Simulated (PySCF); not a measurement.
NMR shielding calculation, with input and output: Si2P2H5F

System: Si2P2H5F, SMILES F[SiH]1P[SiH2]P1.
Method: GIAO PBE0/pcSseg-1 NMR shielding, non-relativistic, gas phase (PySCF 2.14.0).

The run did not end well. The geometry comes from this level: GFN2-xTB.

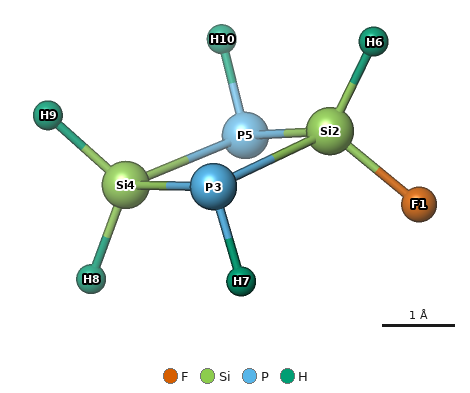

The structure (ball-and-stick view, seen at a tilt; atoms are numbered from 1 in the order of the input).

Input
```
{"job": {"kind": "nmr", "xc": "PBE0", "basis": "pcSseg-1", "pop": true, "scf": {"diis": false, "max_cycle": 57}}, "charge": 0, "multiplicity": 1}
F     -0.608386    -2.551067    -0.654454
Si    -0.168921    -1.401078     0.389289
P     -1.630194     0.333031     0.411819
Si     0.184147     1.482636    -0.333603
P      1.613158    -0.287788    -0.437362
H     -0.042280    -2.104635     1.654094
H     -2.130218     0.062505    -0.849602
H      0.020393     2.067440    -1.663266
H      0.573748     2.481251     0.661092
H      2.197437    -0.077642     0.799465
```

The first line tells a small driver script what to run in PySCF; the rest is the geometry in Å.

Command:
```bash
OMP_NUM_THREADS=1 python <driver script> task.json out
```

Output
```
final grid: 86168 points
cycle   1  E = -1363.9097780073  dE =  3.595e-01  |g| = 5.478e-01  |ddm| = 3.054e+00
cycle   2  E = -1363.8408571459  dE =  6.892e-02  |g| = 8.780e-01  |ddm| = 1.256e+00
cycle   3  E = -1363.7415802466  dE =  9.928e-02  |g| = 1.244e+00  |ddm| = 1.517e+00
cycle   4  E = -1363.0749864102  dE =  6.666e-01  |g| = 2.289e+00  |ddm| = 3.216e+00
cycle   5  E = -1362.7064717144  dE =  3.685e-01  |g| = 3.019e+00  |ddm| = 3.805e+00
cycle   6  E = -1350.6896913881  dE =  1.202e+01  |g| = 4.832e+00  |ddm| = 1.499e+01
cycle   7  E = -1240.9282297638  dE =  1.098e+02  |g| = 2.019e+01  |ddm| = 1.899e+01
cycle   8  E = -1270.6989259274  dE = -2.977e+01  |g| = 1.095e+01  |ddm| = 2.082e+01
cycle   9  E = -1069.6525146492  dE =  2.010e+02  |g| = 2.309e+01  |ddm| = 2.695e+01
cycle  10  E = -1080.7259453711  dE = -1.107e+01  |g| = 2.531e+01  |ddm| = 5.848e+01
cycle  11  E = -1025.7565905849  dE =  5.497e+01  |g| = 2.917e+01  |ddm| = 5.855e+01
cycle  12  E = -1078.1442544081  dE = -5.239e+01  |g| = 2.579e+01  |ddm| = 5.314e+01
cycle  13  E = -934.6778484448  dE =  1.435e+02  |g| = 3.113e+01  |ddm| = 5.571e+01
cycle  14  E = -1068.4863095607  dE = -1.338e+02  |g| = 2.986e+01  |ddm| = 4.119e+01
cycle  15  E = -882.2799478153  dE =  1.862e+02  |g| = 3.098e+01  |ddm| = 4.328e+01
cycle  16  E = -1061.5504419033  dE = -1.793e+02  |g| = 3.212e+01  |ddm| = 4.275e+01
cycle  17  E = -882.3608374918  dE =  1.792e+02  |g| = 3.106e+01  |ddm| = 4.295e+01
cycle  18  E = -1061.5491191186  dE = -1.792e+02  |g| = 3.213e+01  |ddm| = 4.294e+01
cycle  19  E = -882.3614565806  dE =  1.792e+02  |g| = 3.106e+01  |ddm| = 4.294e+01
cycle  20  E = -1061.5489110759  dE = -1.792e+02  |g| = 3.213e+01  |ddm| = 4.294e+01
cycle  21  E = -882.3616836492  dE =  1.792e+02  |g| = 3.106e+01  |ddm| = 4.294e+01
cycle  22  E = -1061.5488944293  dE = -1.792e+02  |g| = 3.213e+01  |ddm| = 4.294e+01
cycle  23  E = -882.3617167917  dE =  1.792e+02  |g| = 3.106e+01  |ddm| = 4.294e+01
cycle  24  E = -1061.5488927680  dE = -1.792e+02  |g| = 3.213e+01  |ddm| = 4.294e+01
cycle  25  E = -882.3617208341  dE =  1.792e+02  |g| = 3.106e+01  |ddm| = 4.294e+01
cycle  26  E = -1061.5488925789  dE = -1.792e+02  |g| = 3.213e+01  |ddm| = 4.294e+01
cycle  27  E = -882.3617213128  dE =  1.792e+02  |g| = 3.106e+01  |ddm| = 4.294e+01
cycle  28  E = -1061.5488925567  dE = -1.792e+02  |g| = 3.213e+01  |ddm| = 4.294e+01
cycle  29  E = -882.3617213693  dE =  1.792e+02  |g| = 3.106e+01  |ddm| = 4.294e+01
cycle  30  E = -1061.5488925541  dE = -1.792e+02  |g| = 3.213e+01  |ddm| = 4.294e+01
cycle  31  E = -882.3617213759  dE =  1.792e+02  |g| = 3.106e+01  |ddm| = 4.294e+01
cycle  32  E = -1061.5488925538  dE = -1.792e+02  |g| = 3.213e+01  |ddm| = 4.294e+01
cycle  33  E = -882.3617213767  dE =  1.792e+02  |g| = 3.106e+01  |ddm| = 4.294e+01
cycle  34  E = -1061.5488925538  dE = -1.792e+02  |g| = 3.213e+01  |ddm| = 4.294e+01
cycle  35  E = -882.3617213768  dE =  1.792e+02  |g| = 3.106e+01  |ddm| = 4.294e+01
cycle  36  E = -1061.5488925538  dE = -1.792e+02  |g| = 3.213e+01  |ddm| = 4.294e+01
cycle  37  E = -882.3617213768  dE =  1.792e+02  |g| = 3.106e+01  |ddm| = 4.294e+01
cycle  38  E = -1061.5488925538  dE = -1.792e+02  |g| = 3.213e+01  |ddm| = 4.294e+01
cycle  39  E = -882.3617213768  dE =  1.792e+02  |g| = 3.106e+01  |ddm| = 4.294e+01
cycle  40  E = -1061.5488925538  dE = -1.792e+02  |g| = 3.213e+01  |ddm| = 4.294e+01
cycle  41  E = -882.3617213768  dE =  1.792e+02  |g| = 3.106e+01  |ddm| = 4.294e+01
cycle  42  E = -1061.5488925538  dE = -1.792e+02  |g| = 3.213e+01  |ddm| = 4.294e+01
cycle  43  E = -882.3617213768  dE =  1.792e+02  |g| = 3.106e+01  |ddm| = 4.294e+01
cycle  44  E = -1061.5488925538  dE = -1.792e+02  |g| = 3.213e+01  |ddm| = 4.294e+01
cycle  45  E = -882.3617213768  dE =  1.792e+02  |g| = 3.106e+01  |ddm| = 4.294e+01
cycle  46  E = -1061.5488925538  dE = -1.792e+02  |g| = 3.213e+01  |ddm| = 4.294e+01
cycle  47  E = -882.3617213768  dE =  1.792e+02  |g| = 3.106e+01  |ddm| = 4.294e+01
cycle  48  E = -1061.5488925538  dE = -1.792e+02  |g| = 3.213e+01  |ddm| = 4.294e+01
cycle  49  E = -882.3617213768  dE =  1.792e+02  |g| = 3.106e+01  |ddm| = 4.294e+01
cycle  50  E = -1061.5488925538  dE = -1.792e+02  |g| = 3.213e+01  |ddm| = 4.294e+01
cycle  51  E = -882.3617213768  dE =  1.792e+02  |g| = 3.106e+01  |ddm| = 4.294e+01
cycle  52  E = -1061.5488925538  dE = -1.792e+02  |g| = 3.213e+01  |ddm| = 4.294e+01
cycle  53  E = -882.3617213768  dE =  1.792e+02  |g| = 3.106e+01  |ddm| = 4.294e+01
cycle  54  E = -1061.5488925538  dE = -1.792e+02  |g| = 3.213e+01  |ddm| = 4.294e+01
cycle  55  E = -882.3617213768  dE =  1.792e+02  |g| = 3.106e+01  |ddm| = 4.294e+01
cycle  56  E = -1061.5488925538  dE = -1.792e+02  |g| = 3.213e+01  |ddm| = 4.294e+01
cycle  57  E = -882.3617213768  dE =  1.792e+02  |g| = 3.106e+01  |ddm| = 4.294e+01
SCF not converged, last energy = -882.3617213768
```

What the run reported

| quantity | value |
| --- | --- |
| outcome | not converged |
| total energy | −882.361721 hartree |
| HOMO | −87.24 eV |
| LUMO | −84.15 eV |
| dipole moment | 465.97 D |
| hardware | 1 CPU thread, shared host |
| wall time | 13 s |
| peak memory | 0.6 GiB |

What went wrong

Some settings of this run were drawn to be unusual or wrong. The run did not converge. At least one of its steps failed, so the values that rest on that step are not results.
